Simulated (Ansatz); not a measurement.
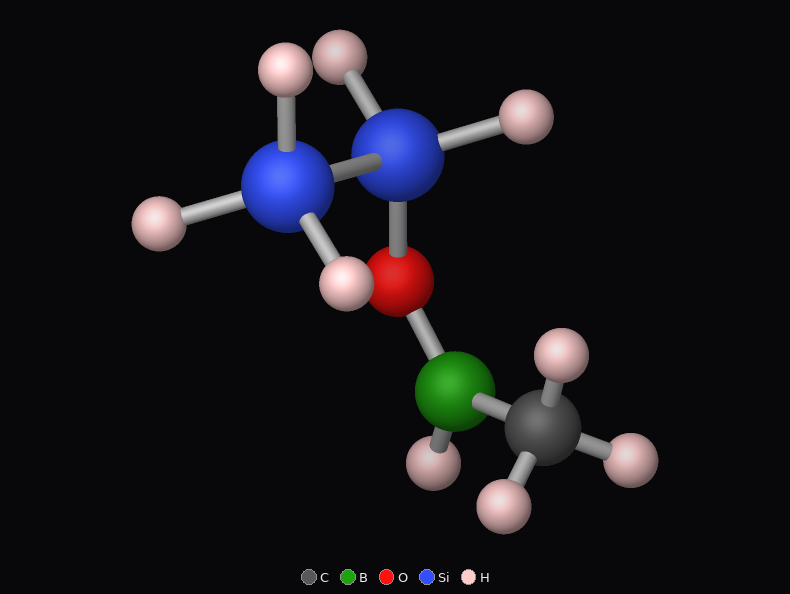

The computed structure is the end point of a PBE0-D4/def2-TZVP optimisation.

Draw it as a skeletal formula.

SMILES: CBO[SiH2][SiH3]

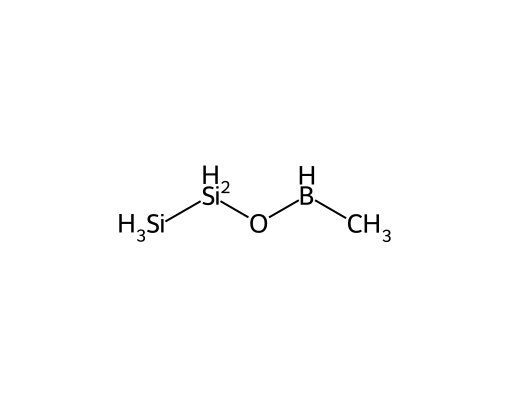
